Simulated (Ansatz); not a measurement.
Molecule: C₆H₃ClHf, SMILES C#[C][Hf]([Cl])([C]#C)[C]#C, singlet.

```xyz
11

C      2.7598    -0.8926    -1.3475
C      1.8418    -0.3147    -0.7989
Hf     0.1911     0.6875     0.1748
Cl     0.7951     2.8667     0.7295
C     -0.3406    -0.4114     1.9600
C     -0.6428    -1.0429     2.9538
C     -1.5057     0.7077    -1.1662
C     -2.4593     0.7022    -1.9200
H      3.5655    -1.4008    -1.8293
H     -0.9083    -1.5981     3.8260
H     -3.2967     0.6965    -2.5820
```

Kohn-Sham orbital energies near the frontier, CAM-B3LYP/def2-TZVPP with the Ansatz code, at a PBE0-D4/def2-TZVP geometry (a minimum by its frequencies), isolated molecule; empty levels in grey, levels within 0.03 eV side by side.

Where do the frontier orbitals lie?

HOMO at −9.60 eV, LUMO at −1.37 eV, 8.23 eV apart.

Is the HOMO or the LUMO degenerate, or nearly so?

The HOMO stands alone and the LUMO is one of 2 levels that coincide within 0.005 eV.

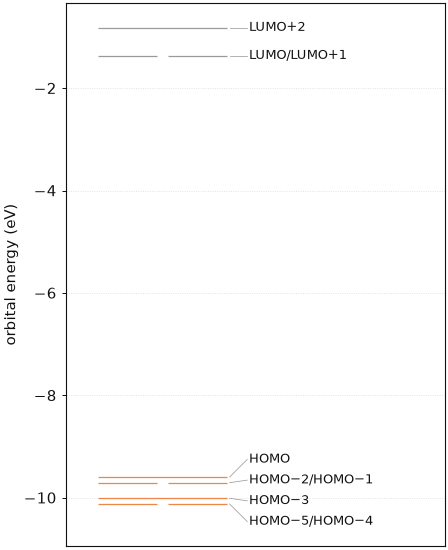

Note: core potentials past krypton; spin-orbit coupling is left out, and with Hf it can shift these levels and split any degenerate set.
